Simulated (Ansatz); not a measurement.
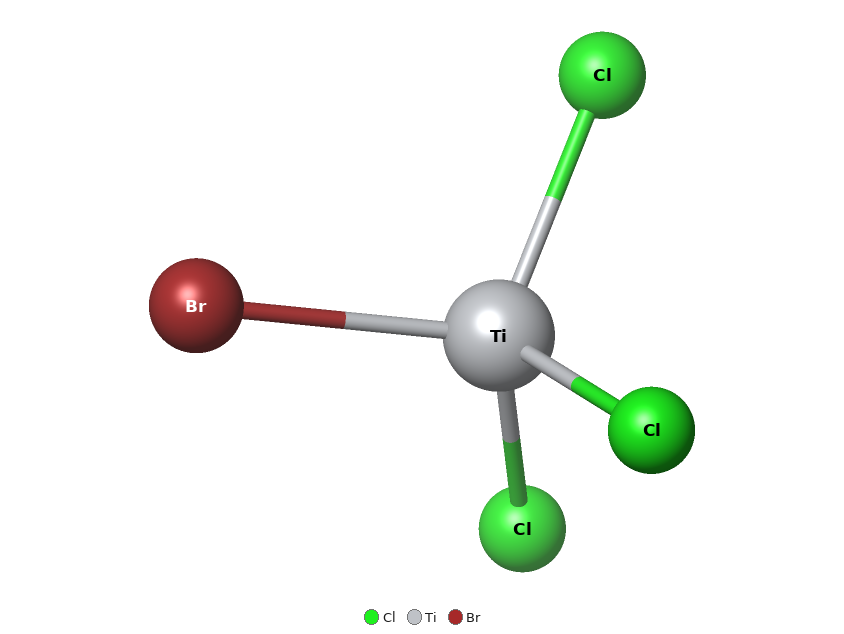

A metal compound. The species is neutral and a spin singlet. The computed structure is the end point of a PBE-D4/def2-SVP optimisation. No frequency run is at hand to confirm it as a minimum.

Question. Describe the coordination sphere.

Answer. Ti binds 4 atoms: 3 Cl at 2.17 Å, 1 Br at 2.33 Å. The arrangement is tetrahedral.

Question. What are the formal oxidation state of the metal and its number of d electrons?

Answer. Ti(IV), d⁰, counting the ligands as closed-shell ions or neutral donors.
